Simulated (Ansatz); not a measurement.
## How far to go with the plane-wave cutoff: FeNi (R3m, 2 atoms in the cell)

```
CELL_PARAMETERS angstrom
      1.25164     0.72264     4.11099
     -1.25164     0.72264     4.11099
      0.00000    -1.44527     4.11099
ATOMIC_POSITIONS crystal
  Fe 0.00405 0.00405 0.00405
  Ni 0.50000 0.50000 0.50000
```
Moments meant for the start (each program seeds them in its own way; μB, in the order of the atoms Fe Ni): 4.0 2.0.

Computed with PBEsol, default PAW files made with PBE (plane waves; Ansatz, a quantum-chemistry and plane-wave program).

Base settings: basis.ecutwfc = 420 eV; kpoints.mp_grid.grid = 9 9 9; hamiltonian.xc = pbesol; hamiltonian.pseudopotentials = {kind: paw} (the program's default PAW files); magnetization.spin_polarized = true; scf.occupations.method = fermi_dirac; scf.occupations.width = 0.1 eV.

The second cell is the first with its lattice scaled by 0.98.

The mesh stays at the base's, so the ladder's end is converged at best in this setting alone.

The first pressure column holds Ansatz's estimate of the finite-basis (Pulay) stress, which hides part of the cutoff error; the other is without it.

Only quantities that move along the ladder and can be compared are tabulated.

The magnetic state is not the same in all runs (site moments differ, or a search went on to a lower state), so steps between rows are not convergence errors alone.

The count of work is k-points × plane waves × bands × iterations; it is no time. 

The starting cell comes from a database of computed structures (which also holds hypothetical and non-ambient phases and stackings), without a prior relaxation at this level. Its lattice was rescaled by up to half a per cent. One atom was moved a little off its site on purpose. The magnetic order is the one reached from the typed start; others were not searched systematically. In the base run, with a pressure of about -7 GPa the cell is away from its equilibrium volume at this level.

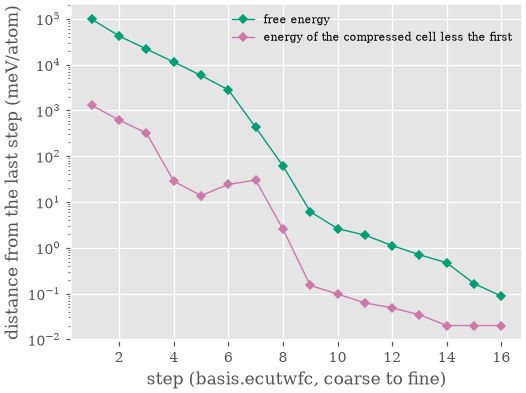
*Distance from the last step along the ladder; very small values are drawn at a floor.*

| basis.ecutwfc | free energy less the last step's (meV/atom) | energy of the compressed cell less the first (meV/atom) | pressure (GPa) | pressure without the Pulay estimate (GPa) | largest difference of a force vector from the last step's (eV/Å) | count of work / last |
|---|---|---|---|---|---|---|
| 145 eV | 97740.97 | 1279.48 | 28.38 | -4762.37 | 11.443 | 0.055 |
| 170 eV | 42126.95 | -620.36 | -180.31 | -2378.93 | 0.214 | 0.090 |
| 190 eV | 21923.51 | -324.89 | -48.85 | -1360.48 | 1.270 | 0.071 |
| 210 eV | 11354.39 | 22.55 | -19.78 | -773.44 | 0.943 | 0.084 |
| 230 eV | 5798.19 | 7.96 | 6.18 | -439.78 | 0.445 | 0.099 |
| 250 eV | 2809.94 | 18.36 | 14.16 | -242.24 | 0.037 | 0.12 |
| 295 eV | 424.71 | 24.22 | -2.40 | -56.78 | 0.077 | 0.14 |
| 335 eV | 61.37 | -3.34 | -7.03 | -17.18 | 0.023 | 0.19 |
| 380 eV | 6.12 | -5.72 | -7.17 | -8.10 | 0.000 | 0.19 |
| 420 eV | 2.62 | -5.77 | -7.15 | -7.23 | 0.001 | 0.27 |
| 460 eV | 1.89 | -5.81 | -7.16 | -7.25 | 0.000 | 0.26 |
| 505 eV | 1.12 | -5.82 | -7.16 | -7.22 | 0.000 | 0.31 |
| 565 eV | 0.70 | -5.83 | -7.16 | -7.18 | 0.000 | 0.35 |
| 630 eV | 0.47 | -5.85 | -7.17 | -7.19 | 0.000 | 0.51 |
| 735 eV | 0.16 | -5.87 | -7.17 | -7.18 | 0.000 | 0.66 |
| 840 eV | 0.09 | -5.87 | -7.17 | -7.18 | 0.000 | 0.78 |
| 1010 eV | 0.00 | -5.87 | -7.17 | -7.17 | 0.000 | 1.0 |

Coarsest basis.ecutwfc that holds the pressure within 0.5 GPa of the last step, with all finer ones: 335 eV, at 0.19 of the last step's count of work; the step before is off by 4.8 GPa.

Coarsest basis.ecutwfc that holds the pressure without the Pulay estimate within 1 GPa of the last step, with all finer ones: 380 eV, at 0.19 of the last step's count of work; the step before is off by 10 GPa.

Coarsest basis.ecutwfc that holds the free energy within 1 meV/atom of the last step, with all finer ones: 565 eV, at 0.35 of the last step's count of work; the step before is off by 1.1 meV/atom.

The energy difference between the two cells stays within 1 meV/atom of the last step's from 380 eV on, the total only from 565 eV on: much of the error is common to both cells and cancels.

At the lowest cutoff the pressure without the Pulay estimate lies 4760 GPa under the last step's, the usual sign of Pulay stress in an incomplete plane-wave basis.

Keys are those of Ansatz 0.2.
